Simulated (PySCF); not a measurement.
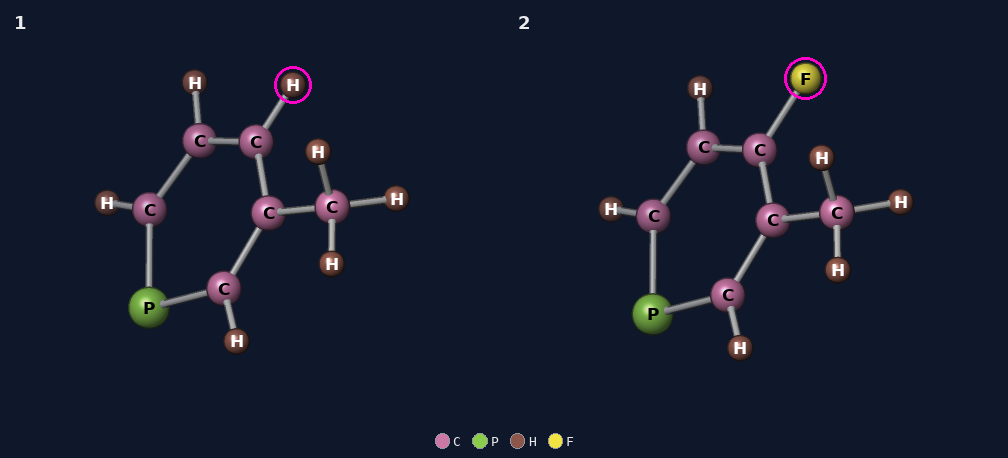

2 molecules with one skeleton, seen from the same side and at one scale; the atom that differs is circled. Charge 0, singlet. Computed geometries: GFN2-xTB optimisations, one conformation each. Properties computed with PySCF 2.14.0.

One atom differs, called X below: H in panel 1, F in panel 2. Their formulas are C6H7P (`Cc1cccpc1`), C6H6FP (`Cc1cpccc1F`).

**In which is the Hirshfeld charge of X higher (PBE0/pcSseg-1)?**

In panel 1 (X = H).

**In which is the length of X–C larger (GFN2-xTB)?**

In panel 2 (X = F).

Give the values. With GFN2-xTB: length of X–C (Å), mean angle C–C–X (°). With PBE0/pcSseg-1: dipole moment (D), HOMO energy (Kohn–Sham orbital) (eV), HOMO–LUMO gap (eV), Hirshfeld charge of X (e), GIAO shielding of the C bonded to X (ppm).

| quantity | 1 (H) | 2 (F) | 2 − 1 |
| --- | --- | --- | --- |
| length of X–C (Å) | 1.081 | 1.356 | +0.275 |
| mean angle C–C–X (°) | 118.3 | 117.2 | −1.1 |
| dipole moment (D) | 2.05 | 0.77 | −1.28 |
| HOMO energy (Kohn–Sham orbital) (eV) | −7.03 | −7.02 | +0.01 |
| HOMO–LUMO gap (eV) | 5.61 | 5.57 | −0.04 |
| Hirshfeld charge of X (e) | 0.05 | −0.07 | −0.12 |
| GIAO shielding of the C bonded to X (ppm) | 51.9 | 14.3 | −37.6 |

The geometry is semi-empirical. Around P such bond lengths and angles can be off by a tenth of an ångström or more and by several degrees, and values that hang on the shape move with them.
